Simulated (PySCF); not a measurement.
# C3H7FN− (SMILES CN(C)[CH-]F) at 5 levels

We compute a comparison of 5 runs (HF/def2-SVP, r2SCAN/STO-3G, PBE0/6-31G*, B3LYP/6-31G*, BLYP/def2-SVP) of C3H7FN−. Input form: a Python script.

The calculation is run with PySCF 2.14.0.

## Step 1: The system as given

The species is C3H7FN− (12 atoms), meant as a singlet with charge -1. SMILES: `CN(C)[CH-]F`. The shape is that of a GFN2-xTB optimisation. This is one conformer, not always the lowest.

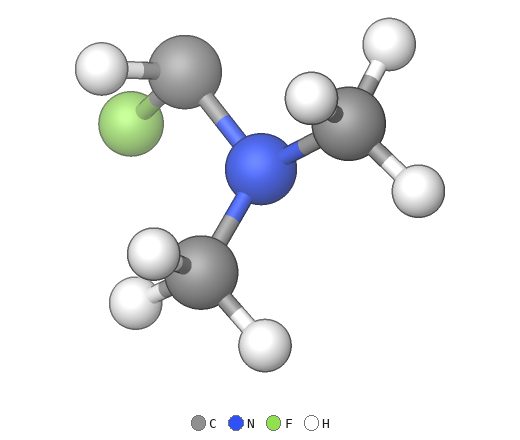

The structure, seen from a chosen angle (carbon grey, nitrogen blue, fluorine green, hydrogen white).

## Step 2: Energy and gradient at HF/def2-SVP (run 1)

The input, calc.py:

```python
from pyscf import gto, scf

mol = gto.M(
    atom=[
    ('C', (-1.052630, -0.343420, 0.509720)),
    ('N', (0.017560, -0.146330, -0.436970)),
    ('C', (1.270860, -0.598620, 0.086560)),
    ('C', (0.153130, 1.199280, -1.011690)),
    ('F', (-1.039670, 1.308520, -1.907620)),
    ('H', (-0.895290, 0.200640, 1.469350)),
    ('H', (-1.173970, -1.412110, 0.750180)),
    ('H', (-1.978250, 0.017460, 0.062040)),
    ('H', (1.565220, -0.095550, 1.036200)),
    ('H', (2.048050, -0.399540, -0.650400)),
    ('H', (1.231770, -1.679440, 0.290720)),
    ('H', (-0.146780, 1.949110, -0.198100)),
],
    basis='def2-svp',
    max_memory=1860,
    verbose=4,
    charge=-1,
    spin=0,
)

mf = scf.RHF(mol)
mf.conv_tol = 1e-10
mf.kernel()
if not mf.converged:
    mf = mf.newton().run(mf.mo_coeff, mf.mo_occ)

e_final = mf.e_tot
print(f'total energy: {e_final:.8f} hartree')
grad = mf.nuc_grad_method().kernel()
mf.analyze()
```

The run is started by

```sh
$ OMP_NUM_THREADS=1 python calc.py
```

The program printed:

```text
PySCF version 2.14.0

[... 84 lines left out ...]
Total Energy =                        -271.232275655383660
[... 11 lines left out ...]
MO #5   energy= -11.0171613737916  occ= 2
[... 9 lines left out ...]
MO #15  energy= -0.367655298936076 occ= 2
[... 9 lines left out ...]
MO #25  energy= 0.417672003162018  occ= 0
[... 9 lines left out ...]
MO #35  energy= 0.836223156987833  occ= 0
[... 9 lines left out ...]
MO #45  energy= 1.08273847702999   occ= 0
[... 9 lines left out ...]
MO #55  energy= 1.54305586460076   occ= 0
[... 9 lines left out ...]
MO #65  energy= 1.9856581829275    occ= 0
[... 9 lines left out ...]
MO #75  energy= 2.40918949141346   occ= 0
[... 9 lines left out ...]
MO #85  energy= 2.82151450790088   occ= 0
[... 9 lines left out ...]
MO #95  energy= 3.41537084757839   occ= 0
[... 9 lines left out ...]
MO #105 energy= 4.3447952081479    occ= 0
[... 85 lines left out ...]
pop of  7 H 2py           0.00038
pop of  7 H 2pz           0.00060
pop of  8 H 1s            0.98191
pop of  8 H 2s            0.00656
pop of  8 H 2px           0.00020
pop of  8 H 2py           0.00053
pop of  8 H 2pz           0.00114
pop of  9 H 1s            0.90767
pop of  9 H 2s            0.01230
pop of  9 H 2px           0.00069
pop of  9 H 2py           0.00037
pop of  9 H 2pz           0.00105
pop of  10 H 1s           0.96327
pop of  10 H 2s           0.00560
pop of  10 H 2px          0.00010
pop of  10 H 2py          0.00165
pop of  10 H 2pz          0.00008
pop of  11 H 1s           1.04601
pop of  11 H 2s           0.00364
pop of  11 H 2px          0.00059
pop of  11 H 2py          0.00123
pop of  11 H 2pz          0.00083
 ** Mulliken atomic charges  **
charge of    0C =     -0.10978
charge of    1N =     -0.26304
charge of    2C =     -0.09407
charge of    3C =     -0.22279
charge of    4F =     -0.49729
charge of    5H =      0.01216
charge of    6H =      0.03213
charge of    7H =      0.07809
charge of    8H =      0.00967
charge of    9H =      0.07791
charge of   10H =      0.02930
charge of   11H =     -0.05229

WARN: System has nonzero charge -1; the dipole moment is origin-dependent.
Location of origin: [0. 0. 0.]

Dipole moment(X, Y, Z, Debye):  0.32438, -4.62501,  6.24334
```

Run time: 11 s. Hardware: 1 thread of Intel Xeon Platinum 8375C at 2.90GHz (Ice Lake), shared host; peak memory 0.23 GiB.

## Step 3: Energy and gradient at r2SCAN/STO-3G (run 2)

The input, input.py:

```python
from pyscf import gto, dft

mol = gto.M(
    atom=[
    ('C', (-1.052630, -0.343420, 0.509720)),
    ('N', (0.017560, -0.146330, -0.436970)),
    ('C', (1.270860, -0.598620, 0.086560)),
    ('C', (0.153130, 1.199280, -1.011690)),
    ('F', (-1.039670, 1.308520, -1.907620)),
    ('H', (-0.895290, 0.200640, 1.469350)),
    ('H', (-1.173970, -1.412110, 0.750180)),
    ('H', (-1.978250, 0.017460, 0.062040)),
    ('H', (1.565220, -0.095550, 1.036200)),
    ('H', (2.048050, -0.399540, -0.650400)),
    ('H', (1.231770, -1.679440, 0.290720)),
    ('H', (-0.146780, 1.949110, -0.198100)),
],
    verbose=4,
    charge=-1,
    max_memory=1860,
    basis='sto-3g',
)

calc0 = dft.RKS(mol, xc='r2scan')
calc0.grids.level = 5
calc0.conv_tol = 1e-10
calc0.kernel()
if not calc0.converged:
    calc0 = calc0.newton().run(calc0.mo_coeff, calc0.mo_occ)

etot = calc0.e_tot
print('E(%s) = %.9f' % ('R2SCAN', etot))
grad = calc0.nuc_grad_method().kernel()
calc0.analyze()
```

The run is started by

```sh
$ OMP_NUM_THREADS=1 python input.py
```

The program printed:

```text
PySCF version 2.14.0

[... 99 lines left out ...]
Nuclear Repulsion Energy =             183.488499057292415
[... 3 lines left out ...]
DFT Exchange-Correlation Energy =      -36.805813530184054
[... 5 lines left out ...]
MO #4   energy= -9.66831817452483  occ= 2
[... 3 lines left out ...]
MO #8   energy= -0.427106720687473 occ= 2
[... 3 lines left out ...]
MO #12  energy= -0.156319937260421 occ= 2
[... 3 lines left out ...]
MO #16  energy= -0.0192267617750957 occ= 2
[... 3 lines left out ...]
MO #20  energy= 0.210536637782109  occ= 2
[... 3 lines left out ...]
MO #24  energy= 0.597563997965439  occ= 0
[... 3 lines left out ...]
MO #28  energy= 0.646428215276751  occ= 0
[... 3 lines left out ...]
MO #32  energy= 0.795743842861925  occ= 0
[... 12 lines left out ...]
pop of  2 C 1s            1.99960
pop of  2 C 2s            1.03742
pop of  2 C 2px           0.99159
pop of  2 C 2py           1.01318
pop of  2 C 2pz           1.02781
pop of  3 C 1s            1.99972
pop of  3 C 2s            1.42795
pop of  3 C 2px           1.24011
pop of  3 C 2py           0.75872
pop of  3 C 2pz           0.91962
pop of  4 F 1s            1.99997
pop of  4 F 2s            1.92330
pop of  4 F 2px           1.58562
pop of  4 F 2py           1.95877
pop of  4 F 2pz           1.76672
pop of  5 H 1s            1.00749
pop of  6 H 1s            1.00122
pop of  7 H 1s            0.97273
pop of  8 H 1s            1.00821
pop of  9 H 1s            0.96413
pop of  10 H 1s           1.00085
pop of  11 H 1s           1.12044
 ** Mulliken atomic charges  **
charge of    0C =     -0.08809
charge of    1N =     -0.18673
charge of    2C =     -0.06960
charge of    3C =     -0.34612
charge of    4F =     -0.23439
charge of    5H =     -0.00749
charge of    6H =     -0.00122
charge of    7H =      0.02727
charge of    8H =     -0.00821
charge of    9H =      0.03587
charge of   10H =     -0.00085
charge of   11H =     -0.12044

WARN: System has nonzero charge -1; the dipole moment is origin-dependent.
Location of origin: [0. 0. 0.]

Dipole moment(X, Y, Z, Debye):  0.02273, -4.10310,  5.21829
```

It took 17 s on 1 thread of Intel Xeon Platinum 8375C at 2.90GHz (Ice Lake), shared host; peak memory 0.39 GiB.

Runs 3 to 4 aren't shown in full; the table further down has their settings and results.

## Step 4: Energy and forces at BLYP/def2-SVP (run 5)

The input, run.py:

```python
from pyscf import gto, dft

mol = gto.Mole()
mol.atom = [
    ('C', (-1.052630, -0.343420, 0.509720)),
    ('N', (0.017560, -0.146330, -0.436970)),
    ('C', (1.270860, -0.598620, 0.086560)),
    ('C', (0.153130, 1.199280, -1.011690)),
    ('F', (-1.039670, 1.308520, -1.907620)),
    ('H', (-0.895290, 0.200640, 1.469350)),
    ('H', (-1.173970, -1.412110, 0.750180)),
    ('H', (-1.978250, 0.017460, 0.062040)),
    ('H', (1.565220, -0.095550, 1.036200)),
    ('H', (2.048050, -0.399540, -0.650400)),
    ('H', (1.231770, -1.679440, 0.290720)),
    ('H', (-0.146780, 1.949110, -0.198100)),
]
mol.max_memory = 1860
mol.charge = -1
mol.verbose = 3
mol.basis = 'def2-svp'
mol.build()

calc0 = dft.RKS(mol)
calc0.xc = 'blyp'
calc0.conv_tol = 1e-10
calc0.grids.level = 5
calc0.kernel()
if not calc0.converged:
    calc0 = calc0.newton().run(calc0.mo_coeff, calc0.mo_occ)

etot = calc0.e_tot
print(f'total energy: {etot:.8f} hartree')
grad = calc0.nuc_grad_method().kernel()
dip = calc0.dip_moment()
pop, q = calc0.mulliken_pop()
```

The run is started by

```sh
$ OMP_NUM_THREADS=1 python run.py
```

The program printed:

```text
converged SCF energy = -272.719293363728
total energy: -272.71929336 hartree
--------------- RKS gradients ---------------
         x                y                z
0 C    -0.0031417125     0.0031535358     0.0031904611
1 N    -0.0047998153    -0.0097884575     0.0040722457
2 C     0.0054705790     0.0044610089     0.0028385724
[... 8 lines of this table left out ...]
11 H     0.0014665732     0.0007685974    -0.0029866258
----------------------------------------------

WARN: System has nonzero charge -1; the dipole moment is origin-dependent.
Location of origin: [0. 0. 0.]

Dipole moment(X, Y, Z, Debye): -0.06477, -4.16629,  4.99227
[... 79 lines left out ...]
pop of  6 H 2py           0.01211
pop of  6 H 2pz           0.00495
pop of  7 H 1s            0.75569
pop of  7 H 2s            0.26876
pop of  7 H 2px           0.00893
pop of  7 H 2py           0.00656
pop of  7 H 2pz           0.00627
pop of  8 H 1s            0.76191
pop of  8 H 2s            0.33030
pop of  8 H 2px           0.00402
pop of  8 H 2py           0.00669
pop of  8 H 2pz           0.01053
pop of  9 H 1s            0.74858
pop of  9 H 2s            0.31651
pop of  9 H 2px           0.00646
pop of  9 H 2py           0.00602
pop of  9 H 2pz           0.00938
pop of  10 H 1s           0.76793
pop of  10 H 2s           0.31226
pop of  10 H 2px          0.00352
pop of  10 H 2py          0.01223
pop of  10 H 2pz          0.00577
pop of  11 H 1s           0.77237
pop of  11 H 2s           0.39921
pop of  11 H 2px          0.00620
pop of  11 H 2py          0.00709
pop of  11 H 2pz          0.00710
 ** Mulliken atomic charges  **
charge of    0C =      0.21374
charge of    1N =     -0.26332
charge of    2C =      0.25869
charge of    3C =     -0.05538
charge of    4F =     -0.38920
charge of    5H =     -0.12183
charge of    6H =     -0.10242
charge of    7H =     -0.04622
charge of    8H =     -0.11345
charge of    9H =     -0.08694
charge of   10H =     -0.10171
charge of   11H =     -0.19196
```

It took 42 s on 1 thread of Intel Xeon Platinum 8375C at 2.90GHz (Ice Lake), shared host; peak memory 1.1 GiB.

## Step 5: The series

| run | level | integration grid | Cartesian functions | energy (Eh) | HOMO energy (eV) | LUMO energy (eV) | HOMO–LUMO gap (eV) | wall time |
| --- | --- | --- | --- | --- | --- | --- | --- | --- |
| 1 | HF/def2-SVP | – | no | -271.232276 | -1.55 | 8.95 | 10.50 | 11 s |
| 2 | r2SCAN/STO-3G | 5 | no | -269.167766 | 8.80 | 15.48 | 6.68 | 17 s |
| 3 | PBE0/6-31G* (spherical functions) | 5 | no | -272.706874 | 2.17 | 7.44 | 5.27 | 36 s |
| 4 | B3LYP/6-31G* (Cartesian functions) | 5 | yes | -273.018611 | 2.41 | 7.11 | 4.70 | 38 s |
| 5 | BLYP/def2-SVP | 5 | no | -272.719293 | 3.23 | 5.32 | 2.09 | 42 s |

## Step 6: Summary of results

| quantity | value |
| --- | --- |
| run 5: total energy | -272.71929 Eh |
| run 5: HOMO energy | 3.23 eV |
| run 5: LUMO energy | 5.32 eV |
| run 5: HOMO–LUMO gap (to an unbound level, set by the basis) | 2.09 eV |
| run 5: largest force on an atom | 0.743 eV/Å |

**Reading.** The HOMO–LUMO gap runs from 2.09 eV (BLYP/def2-SVP) to 10.50 eV (HF/def2-SVP). Exact exchange widens orbital gaps. The empty levels of an anion lie above zero and hang on the basis. Totals of different functionals can't be ranked against each other. In runs 2, 3, 4, 5 the HOMO lies above zero, so the outermost electron may be held by the basis alone. In run 2 the basis is minimal, so the values are rough. All runs together took 2.4 min, the longest 42 s.
